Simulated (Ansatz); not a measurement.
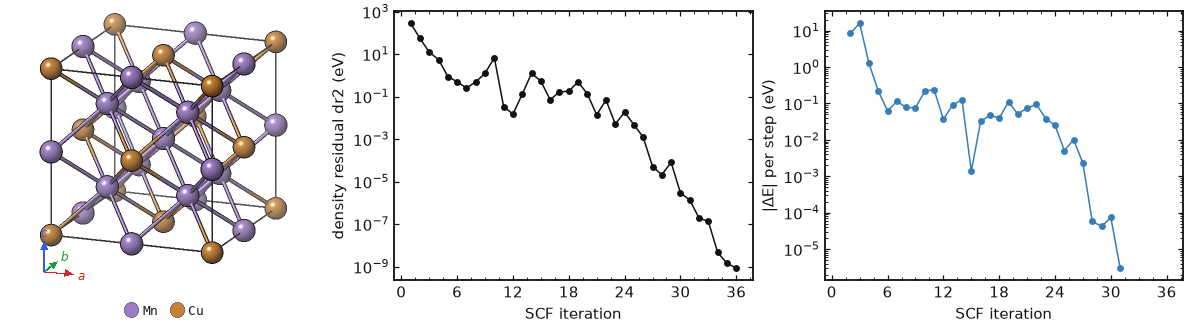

Beside the plot: the structure in its conventional cell.

Figure. SCF iterations of a calculation: density residual dr2, step-to-step change of the Harris–Foulkes energy. The run: Mn3Cu (Fm-3m, 4 atoms in the cell), by DFT PBEsol, spin-orbit coupling, plane waves, PAW in Ansatz 0.2.0; cutoff 420 eV, 12×12×12 k-mesh, Gaussian smearing of 0.1 eV. Energy differences below 3 × 10⁻⁶ eV aren't drawn.

It was still iterating, at step 36, when the time limit ended it. The residual is still falling at the last step (down to 8 × 10⁻¹⁰). The program keeps the magnetisation out of the quasi-Newton mixer until iteration 8 and then restarts the mixer with it. From the first spectrum the program read the system as a metal and chose the Kerker preconditioner. The residual starts near 300 and ends near 8 × 10⁻¹⁰ eV.
